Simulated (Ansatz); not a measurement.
Cd (hcp, Mg type): frozen-phonon scan

Starting cell, Cd (hcp, Mg type):

```
CELL_PARAMETERS angstrom
      6.03185     0.00000     0.00000
     -1.50796     2.61187     0.00000
      0.00000     0.00000     5.82164
ATOMIC_POSITIONS crystal
  Cd 0.16667 0.66667 0.75000
  Cd 0.66667 0.66667 0.75000
  Cd 0.33333 0.33333 0.25000
  Cd 0.83333 0.33333 0.25000
```

A phonon eigenvector at M = (0.5, 0.0, 0.0) is frozen into this cell: atom i moves by Q times the vector below, so Q is the largest atomic displacement, in Å. The cell is held. (q is in reciprocal vectors of the primitive cell; the cell shown is doubled to hold the pattern.)

| atom | x | y | z |
|---|---|---|---|
| Cd1 | 0.000 | 0.000 | -1.000 |
| Cd2 | 0.000 | 0.000 | 1.000 |
| Cd3 | 0.000 | 0.000 | -1.000 |
| Cd4 | 0.000 | 0.000 | 1.000 |

All values below come from PBE (plane waves to 420 eV, PAW, scalar-relativistic; Ansatz, a program for electronic structure). k mesh 9×18×8 (Γ-centred), Fermi-Dirac smearing 0.05 eV. The energy includes the smearing's −TS. Stress and pressure are positive under compression. With partly filled bands, energies and forces of such displacements shift with the k mesh and the smearing. Cd was relaxed with its symmetry unable to fall. The PAW data are Ansatz's earlier set. The relaxed volume of Cd is well above the measured one; the method has no dispersion term. The zero of ΔE is the undisplaced structure.

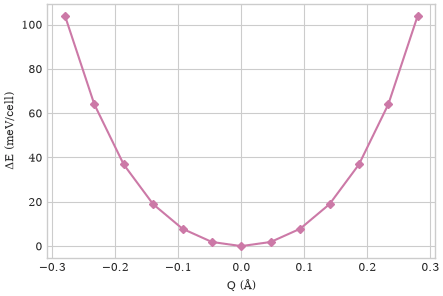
*ΔE (meV/cell) against Q (Å); markers are the computed points, lines only join them.*

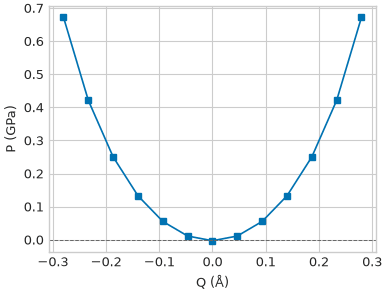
Figure: P (GPa) against Q (Å); computed points joined by lines.

The energy at Q = 0.280 Å is 104 meV/cell. Space group of the distorted cell: Pnnm (No. 58), lowered from P6_3/mmc. Shape of the curve: a single well with its minimum at or next to zero displacement. Wavenumber by perturbation theory (DFPT, on another k mesh): 32 cm⁻¹. Symmetry of the curve: even: the same for both signs.

(For displaced atoms, the force is minus the slope of the energy, and its curvature is a force constant, which sets phonon frequencies.)
